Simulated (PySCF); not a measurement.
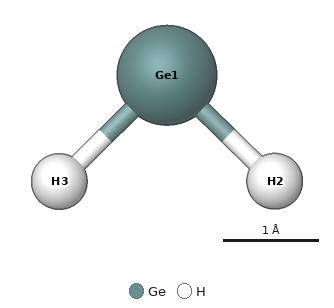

Figure 1. The structure as given in the input (ball-and-stick view, seen on its broad side; atoms are numbered from 1 in the order of the input). Sticks mark near contacts. Bond lengths as drawn: Ge–H 1.59 Å.

# GeH2 (charge +1): single-point calculation

System: GeH2, charge +1, multiplicity 2.
Method: PBE0/def2-TZVPP, UKS, dispersion D4 (PySCF 2.14.0).

The geometry was optimised with PBE0-D4/def2-TZVP.

**The program's output**
```
WARN: HOMO -0.233153589644092 >= LUMO -0.233153589644092

converged SCF energy = -2077.5308879383  <S^2> = 0.7546741  2S+1 = 2.0046687
Final energy -2077.530887938295
```

This output came from the following input.

**Input (job.py)**
```python
from pyscf import gto, dft

molecule = gto.M(
    atom='''
Ge    -1.087921     0.770249    -0.453011
H      1.521749     1.450832     0.890252
H     -0.381925    -2.158617    -0.416552
''',
    max_memory=1860,
    unit='bohr',
    charge=1,
    basis='def2-tzvpp',
    spin=1,
    verbose=3,
)

ks = dft.UKS(molecule, xc='pbe0')
ks.disp = 'd4'
ks.grids.level = 5
ks.conv_tol = 1e-10
ks.kernel()
if not ks.converged:
    ks = ks.newton().run(ks.mo_coeff, ks.mo_occ)

etot = ks.e_tot
print('Final energy', etot)
```

Launch command:
```bash
OMP_NUM_THREADS=1 python job.py
```

**Summary**

| quantity | value |
| --- | --- |
| outcome | converged |
| total energy | −2077.530888 hartree |
| dispersion energy | −0.000406 hartree |
| basis functions | 76 |
| ⟨S²⟩ | 0.755 |
| hardware | 1 thread of AMD EPYC (Zen 3), 64 GiB of memory available, shared host |
| wall time | 7.5 s |
| peak memory | 0.36 GiB |

The record of the run, not the program, notes: dipole of an ion depends on the origin.
